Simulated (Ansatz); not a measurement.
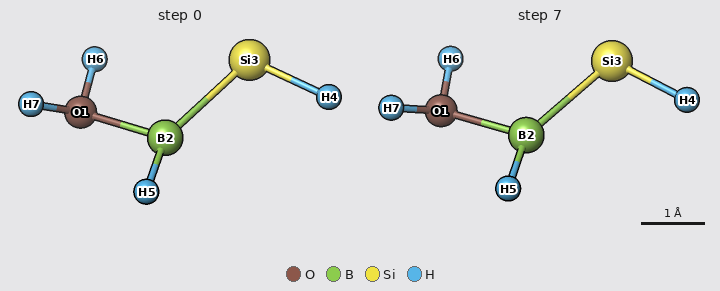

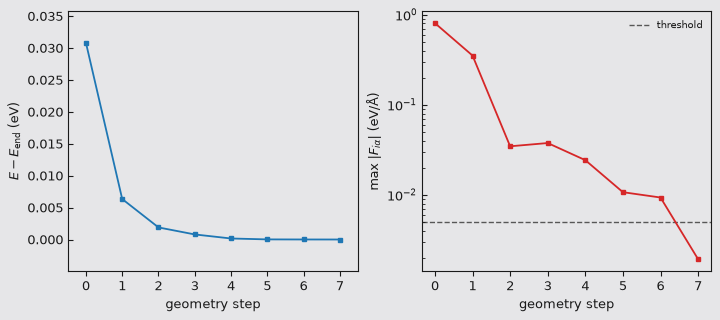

First and last geometry of a relaxation of BSiH₄O (multiplicity 2), with the history of the run. The picture is a ball-and-stick view, seen from a free direction.

It is one of the separated reactants of a reaction.

All numbers below come from UKS PBE0-D4/def2-TZVP (Ansatz 0.2.0).

Input
```yaml
crystal:
  periodic: [false, false, false]
  atoms:
    - {symbol: O, position_ang: [0.833168, 0.213837, 0.767962]}
    - {symbol: B, position_ang: [0.028744, -0.551387, -0.373688]}
    - {symbol: Si, position_ang: [-1.755903, 0.262697, -0.360400]}
    - {symbol: H, position_ang: [-2.480040, -0.657057, -1.354561]}
    - {symbol: H, position_ang: [0.830088, -1.291997, -0.911655]}
    - {symbol: H, position_ang: [0.226234, 0.961522, 1.047097]}
    - {symbol: H, position_ang: [1.719362, 0.561764, 0.526551]}
basis:
  gaussian: {orbitals: def2-TZVP}
magnetization: {spin_polarized: true, initial_magnetization: 1}
hamiltonian: {xc: pbe0, dispersion: d4}
relax: {f_tol: 0.005, max_steps: 200}
```

Launched with:
```bash
ansatz run in.yaml --threads 2 --pin off --events-out ev --progress --plain --max-ram 4352MiB
```

What do the curves and the structures tell?

Answer. It converged. H4 moves most after the best rigid fit: 0.069 Å. By element the largest moves are H 0.069 Å, Si 0.047 Å, B 0.046 Å, O 0.029 Å. Some distances before and after: O1–H6 1.003 → 0.978 Å, Si3–H4 1.536 → 1.515 Å, B2–H5 1.217 → 1.196 Å, B2–Si3 1.962 → 1.943 Å. Among the angles between lasting bonds that change: B2–O1–H6 104.6° → 107.6°, O1–B2–Si3 104.8° → 107.0°, B2–Si3–H4 100.1° → 98.1°. The energy falls by 0.031 eV in 7 geometry steps. The largest force component goes from 0.81 to 0.0019 eV/Å. Cost: 33 s on 2 threads of Arm Neoverse V1, on a shared host.
